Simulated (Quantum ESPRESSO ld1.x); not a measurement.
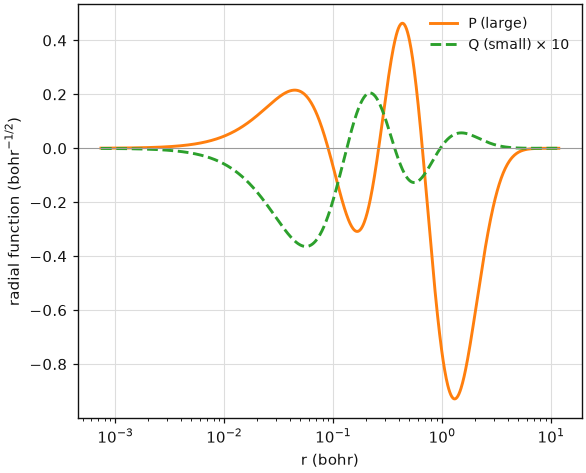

Fig. 1: The large and small radial components of one occupied spinor. It is 5p3/2. The spinor has κ = −2: the large component has l = 1 and 3 radial nodes (r = 0.0900, 0.262 and 0.660 bohr), the small one has l = 2. The small component carries 0.020 % of the norm; ⟨r⟩ = 1.53 bohr and the eigenvalue is −31.4 eV. The nodes of P give n − l − 1 and its extent picks the shell; Q has as many nodes as P for κ < 0 and one more for κ > 0.

Er⁺: atomic calculation

Er⁺ (Z = 68, 67 electrons) in the configuration [Xe] 4f12 6s1 (4f5/2: 6, 4f7/2: 6). Computed at this level: Dirac Kohn-Sham, revPBE, spin-unpolarised, spherical densities, point nucleus (Quantum ESPRESSO ld1.x 7.5).

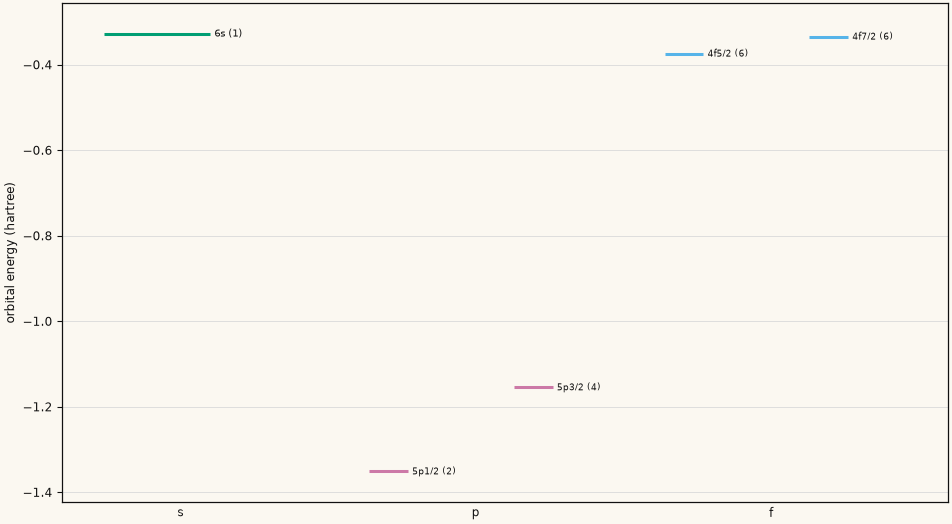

Fig. 2: The outer levels are drawn by angular momentum (occupations in brackets, the lower j at the left of each column). The highest occupied level is 6s at −0.328 hartree. From the top down the occupied levels run 6s (−0.328 hartree), 4f7/2 (−0.335 hartree), 4f5/2 (−0.375 hartree), 5p3/2 (−1.16 hartree), 5p1/2 (−1.35 hartree). Spin-orbit splittings: 4f 0.0398 hartree, 5p 0.197 hartree.

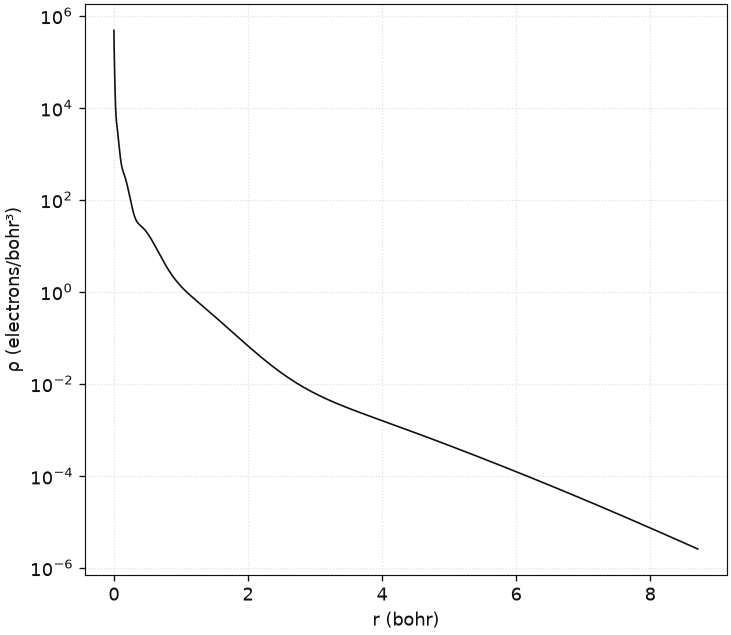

Fig. 3: The electron density ρ(r) on a logarithmic scale. The density falls from 480000 electrons/bohr³ at the inner end (r = 0.00074 bohr) to 0.001 at r = 4.38 bohr, a common measure of the size of an atom or ion. The highest occupied orbital, 6s (⟨r⟩ = 3.65 bohr, −8.93 eV), is also the most diffuse and sets the fall-off far out: over the last part drawn ln ρ falls by 1.5 per bohr, against 2√(−2ε) = 1.6 for the pure exponential. The steps in the slope mark the shells; the radial density has its minima at 0.027, 0.11 and 0.34 bohr.

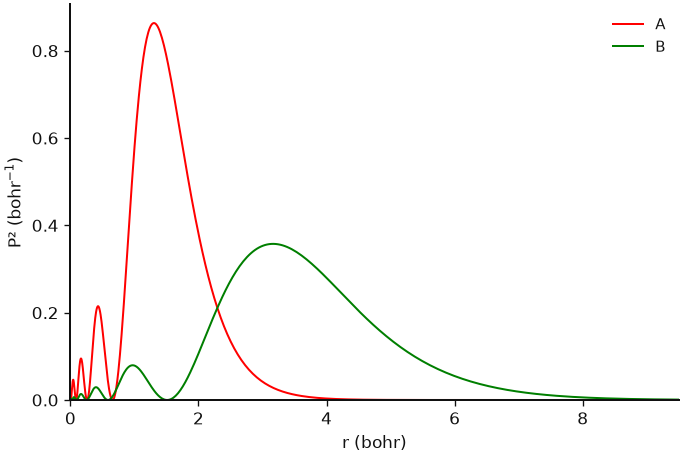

Fig. 4: The radial probability densities P² (large components) of 5p3/2 and 6s. A is 5p3/2; B is 6s. 5p3/2: outer maximum at 1.31 bohr, ⟨r⟩ = 1.53 bohr, 3 nodes, eigenvalue −31.4 eV; 6s: outer maximum at 3.15 bohr, ⟨r⟩ = 3.65 bohr, 5 nodes, eigenvalue −8.93 eV. The innermost lobes are too small to be seen at this scale.

Input and output of the run follow.

**The input**
```
 &input
    atom='Er',
    iswitch=1,
    rel=2,
    dft='REVPBE',
    config='[Xe] 4f12 6s1',
    rel_dist='energy',
    lsmall=.true.,
    prefix='ld1',
    max_out_wfc=37,
    file_charge='ld1.rho',
 /
```

Command:
```bash
OMP_NUM_THREADS=1 ld1.x < ld1.in > ld1.out
```

**Log**
```
     Program LD1 v.7.5 starts

     --------------------------- All-electron run ----------------------------

     dirac relativistic calculation

     atomic number is 68.00
     dft =REVPBE   lsd =0 sic =0 latt =0  beta=0.20 tr2=1.0E-14
     Exchange-correlation= REVPBE
                           (   1   4   4   4   0   0   0)
     mesh =2105 r(mesh) = 100.73490 a.u. xmin = -8.00 dx = 0.00800
     1 Ry =  13.60569312 eV, c = 137.03599908

     n l j   nl                  e(Ry)          e(Ha)          e(eV)
     Spin orbit split results
     1 0 0.5 1S 1( 2.00)     -4212.7166     -2106.3583    -57316.9297
     2 0 0.5 2S 1( 2.00)      -707.6956      -353.8478     -9628.6888
     2 1 0.5 2P 1( 2.00)      -673.9807      -336.9904     -9169.9746
     2 1 1.5 2P 1( 4.00)      -606.5911      -303.2955     -8253.0919
     3 0 0.5 3S 1( 2.00)      -158.9252       -79.4626     -2162.2875
     3 1 0.5 3P 1( 2.00)      -144.1539       -72.0769     -1961.3133
     3 1 1.5 3P 1( 4.00)      -129.9988       -64.9994     -1768.7242
     4 0 0.5 4S 1( 2.00)       -31.7309       -15.8654      -431.7203
     4 1 0.5 4P 1( 2.00)       -25.8307       -12.9154      -351.4450
     4 1 1.5 4P 1( 4.00)       -22.6481       -11.3241      -308.1435
     3 2 1.5 3D 1( 4.00)      -104.7838       -52.3919     -1425.6563
     3 2 2.5 3D 1( 6.00)      -101.6906       -50.8453     -1383.5712
     5 0 0.5 5S 1( 2.00)        -4.2890        -2.1445       -58.3542
     5 1 0.5 5P 1( 2.00)        -2.7032        -1.3516       -36.7794
     5 1 1.5 5P 1( 4.00)        -2.3100        -1.1550       -31.4292
     4 2 1.5 4D 1( 4.00)       -12.9499        -6.4750      -176.1929
     4 2 2.5 4D 1( 6.00)       -12.3717        -6.1859      -168.3262
     4 3 2.5 4F 1( 6.00)        -0.7491        -0.3746       -10.1924
     4 3 3.5 4F 1( 6.00)        -0.6696        -0.3348        -9.1104
     6 0 0.5 6S 1( 1.00)        -0.6560        -0.3280        -8.9250
     Averaged results
     1 0     1S 1( 2.00)     -4212.7166     -2106.3583    -57316.9297
     2 0     2S 1( 2.00)      -707.6956      -353.8478     -9628.6888
     2 1     2P 1( 6.00)      -629.0543      -314.5271     -8558.7195
     3 0     3S 1( 2.00)      -158.9252       -79.4626     -2162.2875
     3 1     3P 1( 6.00)      -134.7172       -67.3586     -1832.9206
     4 0     4S 1( 2.00)       -31.7309       -15.8654      -431.7203
     4 1     4P 1( 6.00)       -23.7090       -11.8545      -322.5773
     3 2     3D 1(10.00)      -102.9279       -51.4639     -1400.4053
     5 0     5S 1( 2.00)        -4.2890        -2.1445       -58.3542
     5 1     5P 1( 6.00)        -2.4411        -1.2205       -33.2126
     4 2     4D 1(10.00)       -12.6030        -6.3015      -171.4729
     4 3     4F 1(12.00)        -0.7037        -0.3518        -9.5741
     6 0     6S 1( 1.00)        -0.6560        -0.3280        -8.9250

     final scf error:  1.7E-15 reached in  37 iterations

     Etot =  -26199.675776 Ry,  -13099.837888 Ha, -356464.748526 eV

     Ekin =   28924.371601 Ry,   14462.185800 Ha,  393536.123777 eV
     Encl =  -64801.244145 Ry,  -32400.622073 Ha, -881665.841830 eV
     Eh   =   10236.132987 Ry,    5118.066494 Ha,  139269.684188 eV
     Exc  =    -558.936218 Ry,    -279.468109 Ha,   -7604.714660 eV

     normalization and overlap integrals

     s(1S/1S) =  1.000000  <r> =   0.0204  <r2> =    0.0006  r(max) =   0.0128
     s(1S/2S) = -0.000000
     s(1S/3S) = -0.000000
     s(1S/4S) =  0.000000
     s(1S/5S) =  0.000000
     s(1S/6S) =  0.000000
     s(2S/2S) =  1.000000  <r> =   0.0859  <r2> =    0.0088  r(max) =   0.0734
     s(2S/3S) =  0.000000
     s(2S/4S) =  0.000000
     s(2S/5S) =  0.000000
     s(2S/6S) =  0.000000
     s(2P/2P) =  1.000000  <r> =   0.0715  <r2> =    0.0063  r(max) =   0.0555
     s(2P/3P) =  0.000000
     s(2P/4P) =  0.000000
     s(2P/5P) =  0.000000
     s(2P/2P) =  1.000000  <r> =   0.0787  <r2> =    0.0075  r(max) =   0.0616
     s(2P/3P) =  0.000000
     s(2P/4P) =  0.000000
     s(2P/5P) =  0.000000
     s(3S/3S) =  1.000000  <r> =   0.2248  <r2> =    0.0579  r(max) =   0.2077
     s(3S/4S) =  0.000000
     s(3S/5S) =  0.000000
     s(3S/6S) =  0.000000
     s(3P/3P) =  1.000000  <r> =   0.2146  <r2> =    0.0536  r(max) =   0.1949
     s(3P/4P) =  0.000000
     s(3P/5P) =  0.000000
     s(3P/3P) =  1.000000  <r> =   0.2283  <r2> =    0.0605  r(max) =   0.2077
     s(3P/4P) =  0.000000
     s(3P/5P) =  0.000000
     s(4S/4S) =  1.000000  <r> =   0.5081  <r2> =    0.2917  r(max) =   0.4735
     s(4S/5S) =  0.000000
     s(4S/6S) =  0.000000
     s(4P/4P) =  1.000000  <r> =   0.5172  <r2> =    0.3047  r(max) =   0.4773
     s(4P/5P) =  0.000000
     s(4P/4P) =  1.000000  <r> =   0.5486  <r2> =    0.3427  r(max) =   0.5048
     s(4P/5P) =  0.000000
     s(3D/3D) =  1.000000  <r> =   0.2012  <r2> =    0.0476  r(max) =   0.1647
     s(3D/4D) = -0.000000
     s(3D/3D) =  1.000000  <r> =   0.2055  <r2> =    0.0495  r(max) =   0.1674
     s(3D/4D) = -0.000000
     s(5S/5S) =  1.000000  <r> =   1.2542  <r2> =    1.7732  r(max) =   1.1146
     s(5S/6S) =  0.000000
     s(5P/5P) =  1.000000  <r> =   1.4168  <r2> =    2.2871  r(max) =   1.2171
     s(5P/5P) =  1.000000  <r> =   1.5276  <r2> =    2.6623  r(max) =   1.3080
     s(4D/4D) =  1.000000  <r> =   0.5774  <r2> =    0.3874  r(max) =   0.5089
     s(4D/4D) =  1.000000  <r> =   0.5886  <r2> =    0.4025  r(max) =   0.5171
     s(4F/4F) =  1.000000  <r> =   0.8165  <r2> =    0.9187  r(max) =   0.5089
     s(4F/4F) =  1.000000  <r> =   0.8380  <r2> =    0.9796  r(max) =   0.5130
     s(6S/6S) =  1.000000  <r> =   3.6535  <r2> =   15.0701  r(max) =   3.1534

     ------------------------ End of All-electron run ------------------------
```

**Orbitals**

```csv
orbital,occupation,energy (eV),⟨r⟩ (bohr),outer maximum (bohr)
1s,2,−57316.9,0.02037,0.0128
2s,2,−9628.7,0.08588,0.0734
2p1/2,2,−9170.0,0.07147,0.0555
2p3/2,4,−8253.1,0.07875,0.0616
3s,2,−2162.3,0.2248,0.208
3p1/2,2,−1961.3,0.2146,0.195
3p3/2,4,−1768.7,0.2283,0.208
3d3/2,4,−1425.7,0.2012,0.165
3d5/2,6,−1383.6,0.2055,0.167
4s,2,−431.720,0.5081,0.473
4p1/2,2,−351.445,0.5172,0.477
4p3/2,4,−308.144,0.5486,0.505
4d3/2,4,−176.193,0.5774,0.509
4d5/2,6,−168.326,0.5886,0.517
5s,2,−58.354,1.254,1.11
5p1/2,2,−36.779,1.417,1.22
5p3/2,4,−31.429,1.528,1.31
4f5/2,6,−10.192,0.8165,0.509
4f7/2,6,−9.110,0.8380,0.513
6s,1,−8.925,3.654,3.15
```

**Results in brief**

- outcome: converged
- total energy: −13099.8379 hartree
- kinetic energy: 14462.1858 hartree
- electron–nucleus energy: −32400.6221 hartree
- Hartree energy: 5118.0665 hartree
- exchange–correlation energy: −279.468109 hartree
- radius at density 0.001 e/bohr³: 4.38 bohr
- SCF iterations: 37
- hardware: 1 CPU thread, shared host
- wall time: 0.91 s
